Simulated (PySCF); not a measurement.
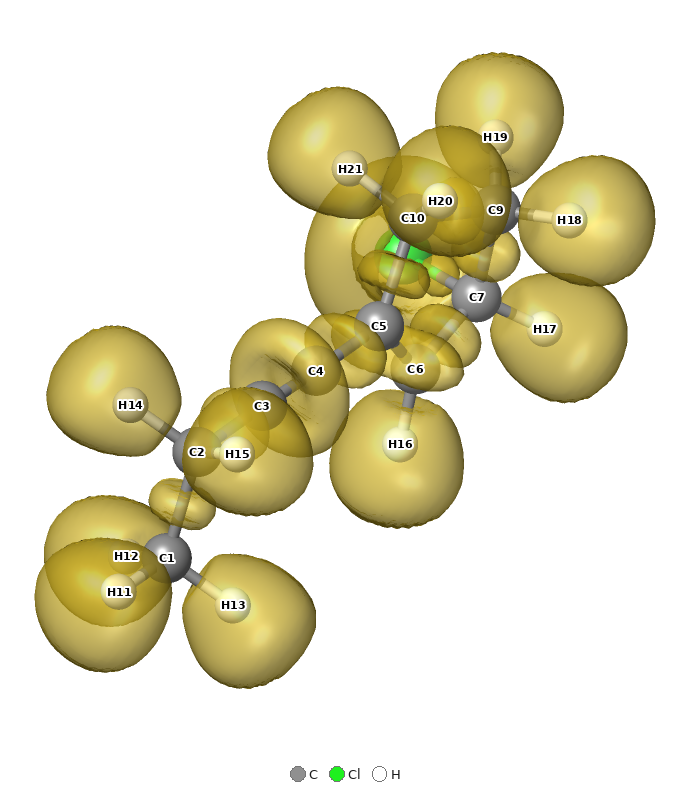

Figure. C9H11Cl. Isosurface of the ELF at 0.8 (yellow), seen at an oblique angle. Core shells and regions of very low density are left out.

Geometry: GFN2-xTB.

Computed with PBE0/pcSseg-1, SCF density, gas phase, non-relativistic in PySCF.

```yaml
atoms:
  - { symbol: C, position_ang: [-3.7314, 0.6534, -1.0821] }
  - { symbol: C, position_ang: [-3.0383, 1.1717, 0.1788] }
  - { symbol: C, position_ang: [-1.6766, 0.6907, 0.2685] }
  - { symbol: C, position_ang: [-0.5512, 0.2629, 0.3011] }
  - { symbol: C, position_ang: [0.7701, -0.2052, 0.3839] }
  - { symbol: C, position_ang: [1.3729, -1.0624, -0.4463] }
  - { symbol: C, position_ang: [2.7905, -1.2841, -0.0605] }
  - { symbol: Cl, position_ang: [3.8608, -0.3544, -1.2010] }
  - { symbol: C, position_ang: [2.8869, -0.7136, 1.3562] }
  - { symbol: C, position_ang: [1.7013, 0.2534, 1.4771] }
  - { symbol: H, position_ang: [-4.7554, 1.0180, -1.1231] }
  - { symbol: H, position_ang: [-3.2035, 0.9912, -1.9711] }
  - { symbol: H, position_ang: [-3.7470, -0.4343, -1.0868] }
  - { symbol: H, position_ang: [-3.0264, 2.2663, 0.1750] }
  - { symbol: H, position_ang: [-3.5865, 0.8437, 1.0678] }
  - { symbol: H, position_ang: [0.9411, -1.5042, -1.3262] }
  - { symbol: H, position_ang: [3.1327, -2.3152, -0.1492] }
  - { symbol: H, position_ang: [2.7739, -1.5340, 2.0672] }
  - { symbol: H, position_ang: [3.8446, -0.2311, 1.5393] }
  - { symbol: H, position_ang: [1.2307, 0.2178, 2.4597] }
  - { symbol: H, position_ang: [2.0018, 1.2862, 1.2853] }
```

What do the ELF domains correspond to?

At this value the surface marks out nine regions between bonded C–C atoms (shared pairs), one region between bonded C–Cl atoms (shared pairs), eleven regions around hydrogen nuclei and one ring or bowl of non-bonding electrons around Cl. Along the contacts the grid gives the following. C–C (1.20 Å): the ELF peaks at about 0.85 between the atoms: a short, multiple covalent bond. C–Cl (1.82 Å): the ELF peaks at about 0.85 between the atoms: localised, covalent bonding.
